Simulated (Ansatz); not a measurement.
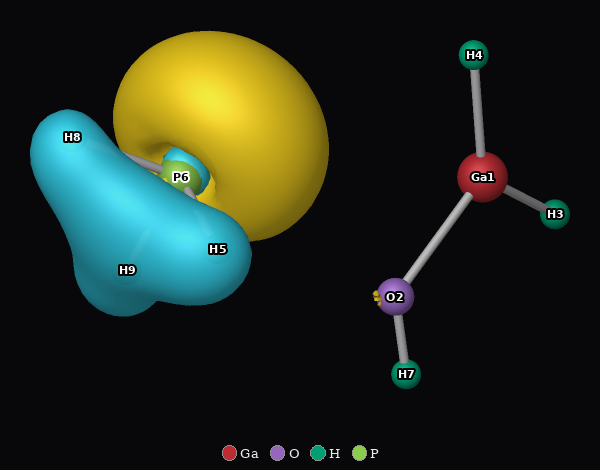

*GaH$_{3}$O···PH$_{3}$. The HOMO at ±0.15 Å⁻³ᐟ² (yellow and cyan are the two phases), seen at a tilt.*

Not at a stationary point (largest force 0.9 eV/Å).

Level of theory: Ansatz, RKS B3LYP-D4/def2-SVP.

```yaml
atoms:
  - { symbol: Ga, position_ang: [-0.3065, 1.6862, -0.7517] }
  - { symbol: O, position_ang: [1.2604, 0.7082, -0.8727] }
  - { symbol: H, position_ang: [-1.3573, 1.4595, -1.8951] }
  - { symbol: H, position_ang: [-0.3281, 2.6426, 0.4764] }
  - { symbol: H, position_ang: [0.6199, -0.9358, 0.5666] }
  - { symbol: P, position_ang: [-0.5883, -1.3449, 1.1456] }
  - { symbol: H, position_ang: [1.3145, 0.1723, -1.6755] }
  - { symbol: H, position_ang: [-0.0337, -1.7234, 2.4033] }
  - { symbol: H, position_ang: [-0.5808, -2.6645, 0.6031] }
```

### Describe this orbital and give its energy.

By Hirshfeld shares it lies mainly on P6 (about 80 %) and H5 (about 5 %); largely a lone pair of P6. Its energy is −7.47 eV.
